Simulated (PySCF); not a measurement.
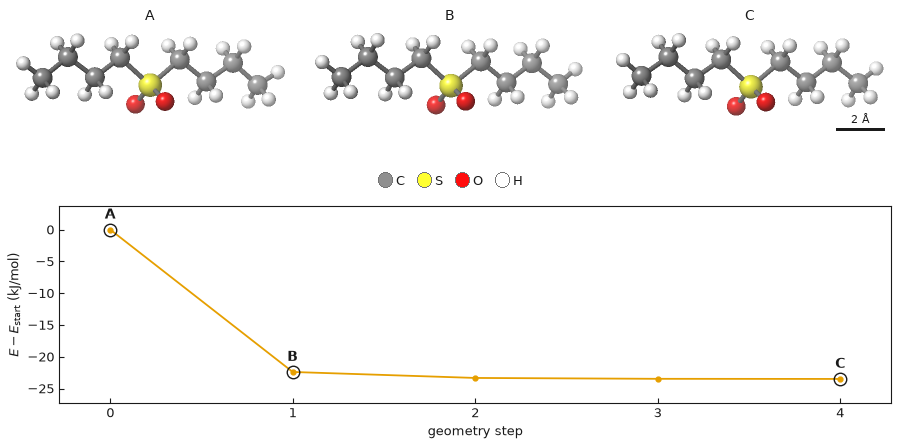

Frames of a relaxation of C8H18O2S, marked on the history of the run. The picture is a ball-and-stick view, seen at a tilt.

The start comes from GFN2-xTB. Its atoms were then displaced at random by about 0.01 Å.

Level of theory: PBE0-D3(BJ)/def2-SVP geometry optimisation, gas phase (PySCF). 

Question: What happens along the run?

Answer: Over 4 geometry steps the energy falls by 23.5 kJ/mol. The atom that moves furthest after the best rigid fit is an H atom (0.18 Å). Largest moves by element: H 0.18 Å, O 0.12 Å, S 0.10 Å, C 0.10 Å. Among the contacts that change: C–S 1.838 → 1.795 Å, C–C 1.560 → 1.519 Å, O–S 1.425 → 1.464 Å, C–C 1.490 → 1.519 Å. Among the angles between lasting bonds that change: S–C–H 110.3° → 106.6°, C–C–H 109.5° → 112.2°, O–S–O 117.6° → 120.0°. From step 0 to 1: an H atom moves most (0.20 Å), energy −22.4 kJ/mol. From step 1 to 4: an H atom moves most (0.10 Å), energy −1.10 kJ/mol.
